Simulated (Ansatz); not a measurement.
**CaBr (SMILES [Ca][Br]): UCCSD/cc-pVTZ**

Aim: the energy change on altering one bond length of CaBr at UCCSD/cc-pVTZ, from 2 runs. 

The results are computed with Ansatz 0.2.0.

38 further runs of the same task are left out: 3 that didn't finish, 35 set aside as unsound or not needed.

## (1) The structure to begin with

CaBr has 2 atoms, charge 0, and is taken as a doublet. SMILES: `[Ca][Br]`. The shape is that of a PBE0-D4/def2-TZVP optimisation.

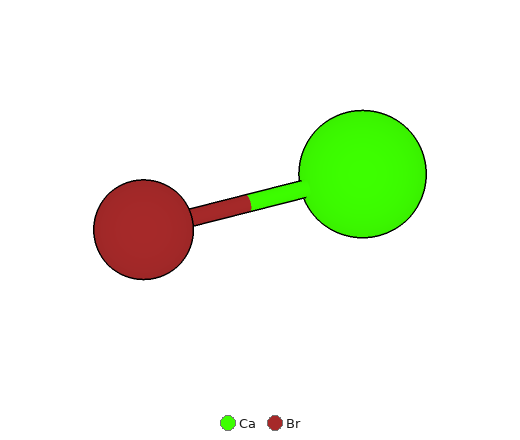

Viewed from a chosen angle; calcium green, bromine red.

## (2) The energy at UCCSD/cc-pVTZ

run.yaml

```yaml
crystal:
  periodic: [false, false, false]
  atoms:
    - symbol: Ca
      position_ang: [0.000000, -0.000000, 0.018570]
    - symbol: Br
      position_ang: [-0.000000, 0.000000, 2.614140]
basis:
  gaussian:
    orbitals: cc-pVTZ
magnetization:
  spin_polarized: true
  initial_magnetization: 1
correlation:
  method: ccsd
  frozen_orbitals: {Br: 9, Ca: 5}
accuracy: high
scf:
  omitted_lower_state_checks: [cluster_reference, increment]
```

Command:

```
ansatz run run.yaml --threads 1 --pin off --max-ram 3480MiB --events-out events.jsonl --progress --plain --runs-dir runs
```

Output:

```text
Warning: RAYON_NUM_THREADS=1 ignored (pool sized by the plan → 1); use --threads N
Functional definition: HF
  name "HF"
  exchange = exact_x
  correlation = 0
these checks for a lower state are left out or cut short: cluster_reference, increment
1096 factors; integrals over basis functions are off by at most 4.3e-9 eV
mean field evaluation 1: about -88417.4865 eV, gradient 9.5e0 eV
mean field evaluation 2: about -88417.5592 eV, gradient 9.6e0 eV
mean field evaluation 4: about -88418.5610 eV, gradient 1.2e0 eV
mean field evaluation 8: about -88418.6184 eV, gradient 2.5e-1 eV
mean field evaluation 16: about -88418.6231 eV, gradient 1.1e-5 eV
mean field -88418.62310088 eV, -3249.3244666619 hartree, gradient 8.7e-8 eV, S^2 0.750465; 0 other end points of the search recorded, 0 dependent functions left out
14 core orbitals not correlated: weight in the atoms' cores, before any rotation towards them, 1.000 or more for the frozen orbitals, at most 0.000 for the correlated occupied ones
reference -88418.62310088 eV, -3249.3244666619 hartree; 14, 13 occupied and 58, 59 virtual orbitals, 1096 factors
second order -10.79754811 eV of doubles, -0.00000000 eV of singles
cycle   1  -11.20809754 eV  change   -4.1e-1 eV  update   5.9e-2
cycle   2  -11.41376611 eV  change   -2.1e-1 eV  update   2.1e-2
cycle   3  -11.43998275 eV  change   -2.6e-2 eV  update   1.2e-2
cycle   4  -11.42980566 eV  change    1.0e-2 eV  update   6.2e-3
cycle   5  -11.42920296 eV  change    6.0e-4 eV  update   2.7e-3
cycle   6  -11.42925238 eV  change   -4.9e-5 eV  update   1.2e-3
cycle   7  -11.42944204 eV  change   -1.9e-4 eV  update   4.6e-4
cycle   8  -11.42970272 eV  change   -2.6e-4 eV  update   1.6e-4
cycle   9  -11.42968628 eV  change    1.6e-5 eV  update   5.5e-5
cycle  10  -11.42965466 eV  change    3.2e-5 eV  update   2.2e-5
cycle  11  -11.42966705 eV  change   -1.2e-5 eV  update   9.0e-6
cycle  12  -11.42966664 eV  change    4.1e-7 eV  update   3.3e-6
cycle  13  -11.42966761 eV  change   -9.7e-7 eV  update   1.2e-6
cycle  14  -11.42966752 eV  change    8.4e-8 eV  update   3.6e-7
cycle  15  -11.42966720 eV  change    3.2e-7 eV  update   1.3e-7
cycle  16  -11.42966718 eV  change    2.0e-8 eV  update   4.5e-8
cycle  17  -11.42966719 eV  change   -1.3e-8 eV  update   2.4e-8
cycle  18  -11.42966727 eV  change   -7.5e-8 eV  update   6.6e-8
cycle  19  -11.42966726 eV  change    5.2e-9 eV  update   1.6e-8
cycle  20  -11.42966727 eV  change   -6.2e-9 eV  update   5.4e-9
cycle  21  -11.42966727 eV  change   8.1e-11 eV  update   3.0e-9
Total energy: -88430.05276815 eV, -3249.7444991868 hartree
Checks for a lower state left out: cluster_reference, increment
```

Wall time 16 s (1 thread of Arm Neoverse V1, shared host); peak memory 0.53 GiB.

## (3) The distorted shape, same level

input.yaml

```yaml
crystal:
  periodic: [false, false, false]
  atoms:
    - {symbol: Ca, position_ang: [0.000000, -0.000000, -3.096160]}
    - {symbol: Br, position_ang: [-0.000000, 0.000000, 2.614140]}
basis:
  gaussian: {orbitals: cc-pVTZ}
correlation: {method: ccsd, frozen_orbitals: {Br: 9, Ca: 5}}
scf: {omitted_lower_state_checks: [cluster_reference, increment]}
magnetization: {spin_polarized: true, initial_magnetization: 1}
accuracy: high
```

Command:

```
ansatz run input.yaml --threads 1 --pin off --max-ram 3480MiB --events-out events.jsonl --progress --plain --runs-dir runs
```

Output:

```text
Warning: RAYON_NUM_THREADS=1 ignored (pool sized by the plan → 1); use --threads N
[... 4 set-up lines as earlier in the session ...]
these checks for a lower state are left out or cut short: cluster_reference, increment
962 factors; integrals over basis functions are off by at most 4.4e-9 eV
mean field evaluation 1: about -88413.9667 eV, gradient 1.2e1 eV
mean field evaluation 2: about -88413.9749 eV, gradient 1.2e1 eV
mean field evaluation 4: about -88415.1623 eV, gradient 1.0e0 eV
mean field evaluation 8: about -88415.2038 eV, gradient 2.0e-1 eV
mean field evaluation 16: about -88415.2059 eV, gradient 2.0e-8 eV
mean field evaluation 32: about -88415.3143 eV, gradient 4.0e-4 eV
mean field evaluation 64: about -88415.2059 eV, gradient 3.8e-7 eV
mean field evaluation 96: about -88415.2059 eV, gradient 8.0e-6 eV
mean field evaluation 128: about -88415.3143 eV, gradient 1.7e-6 eV
mean field evaluation 160: about -88414.3205 eV, gradient 4.4e-2 eV
mean field evaluation 192: about -88415.3116 eV, gradient 7.0e-1 eV
mean field evaluation 224: about -88415.3067 eV, gradient 2.8e-1 eV
mean field evaluation 256: about -88415.3442 eV, gradient 2.0e-2 eV
mean field evaluation 288: about -88414.3401 eV, gradient 4.4e-1 eV
mean field evaluation 320: about -88415.1656 eV, gradient 4.7e0 eV
mean field evaluation 352: about -88415.3425 eV, gradient 6.7e-2 eV
mean field evaluation 384: about -88415.3142 eV, gradient 1.4e-2 eV
mean field evaluation 416: about -88414.3362 eV, gradient 7.2e-2 eV
mean field evaluation 448: about -88414.2394 eV, gradient 1.2e0 eV
mean field evaluation 480: about -88415.3096 eV, gradient 2.6e-1 eV
mean field evaluation 512: about -88415.3058 eV, gradient 7.9e-1 eV
mean field evaluation 544: about -88415.3414 eV, gradient 6.5e-2 eV
mean field evaluation 576: about -88415.1654 eV, gradient 4.9e-1 eV
mean field -88415.34434084 eV, -3249.2039744531 hartree, gradient 3.1e-8 eV, S^2 0.949852; 26 other end points of the search recorded, 0 dependent functions left out
14 core orbitals not correlated: weight in the atoms' cores, before any rotation towards them, 1.000 or more for the frozen orbitals, at most 0.000 for the correlated occupied ones
reference -88415.34434084 eV, -3249.2039744531 hartree; 14, 13 occupied and 58, 59 virtual orbitals, 962 factors
second order -10.22607154 eV of doubles, -0.00000000 eV of singles
cycle   1  -10.83773431 eV  change   -6.1e-1 eV  update   1.0e-1
cycle   2  -11.17575782 eV  change   -3.4e-1 eV  update   5.3e-2
cycle   3  -11.23407446 eV  change   -5.8e-2 eV  update   3.7e-2
cycle   4  -11.22370294 eV  change    1.0e-2 eV  update   2.1e-2
cycle   5  -11.22706349 eV  change   -3.4e-3 eV  update   1.3e-2
cycle   6  -11.23247778 eV  change   -5.4e-3 eV  update   8.4e-3
cycle   7  -11.23513785 eV  change   -2.7e-3 eV  update   7.5e-3
cycle   8  -11.23496091 eV  change    1.8e-4 eV  update   6.4e-3
cycle   9  -11.23746617 eV  change   -2.5e-3 eV  update   4.7e-3
cycle  10  -11.23816607 eV  change   -7.0e-4 eV  update   2.1e-3
cycle  11  -11.23849542 eV  change   -3.3e-4 eV  update   8.0e-4
cycle  12  -11.23834188 eV  change    1.5e-4 eV  update   2.8e-4
cycle  13  -11.23836577 eV  change   -2.4e-5 eV  update   1.2e-4
cycle  14  -11.23833986 eV  change    2.6e-5 eV  update   6.0e-5
cycle  15  -11.23834862 eV  change   -8.8e-6 eV  update   3.6e-5
cycle  16  -11.23833095 eV  change    1.8e-5 eV  update   2.0e-5
cycle  17  -11.23832101 eV  change    9.9e-6 eV  update   1.2e-5
cycle  18  -11.23832292 eV  change   -1.9e-6 eV  update   6.1e-6
cycle  19  -11.23832513 eV  change   -2.2e-6 eV  update   3.5e-6
cycle  20  -11.23832603 eV  change   -9.0e-7 eV  update   1.6e-6
cycle  21  -11.23832658 eV  change   -5.4e-7 eV  update   6.6e-7
cycle  22  -11.23832639 eV  change    1.8e-7 eV  update   2.4e-7
cycle  23  -11.23832630 eV  change    8.8e-8 eV  update   1.2e-7
cycle  24  -11.23832623 eV  change    7.0e-8 eV  update   7.3e-8
cycle  25  -11.23832626 eV  change   -2.8e-8 eV  update   4.9e-8
cycle  26  -11.23832600 eV  change    2.6e-7 eV  update   1.2e-7
cycle  27  -11.23832604 eV  change   -3.2e-8 eV  update   5.5e-8
cycle  28  -11.23832605 eV  change   -1.9e-8 eV  update   2.5e-8
cycle  29  -11.23832607 eV  change   -1.4e-8 eV  update   1.2e-8
cycle  30  -11.23832607 eV  change   -4.1e-9 eV  update   5.7e-9
cycle  31  -11.23832607 eV  change   -1.3e-9 eV  update   3.1e-9
Total energy: -88426.58266692 eV, -3249.6169753187 hartree
Checks for a lower state left out: cluster_reference, increment
```

Wall time 87 s (1 thread of Arm Neoverse V1, shared host); peak memory 0.51 GiB.

## (4) What came out

Level: UCCSD/cc-pVTZ, 14 core orbitals frozen.

| quantity | value |
| --- | --- |
| first shape: total energy | -3249.74450 Eh |
| first shape: correlation energy (14 core orbitals frozen) | -420.0 mEh |
| first shape: ⟨S²⟩ of the reference determinant | 0.750 |
| first shape: T1 diagnostic | 0.012 |
| distorted shape: total energy | -3249.61698 Eh |
| distorted shape: correlation energy (14 core orbitals frozen) | -413.0 mEh |
| distorted shape: ⟨S²⟩ of the reference determinant | 0.950 |
| distorted shape: T1 diagnostic | 0.043 |
| energy change with the Ca1–Br2 bond stretched from 2.596 to 5.710 Å | 3.470 eV |

**Reading.** With the Ca1–Br2 bond stretched from 2.596 to 5.710 Å the energy rises by 3.47 eV (80 kcal/mol). The first shape isn't relaxed at this level, so the change isn't measured from a minimum. ⟨S²⟩ (distorted shape) is 0.95 where a pure doublet has 0.75: the reference is spin-contaminated.
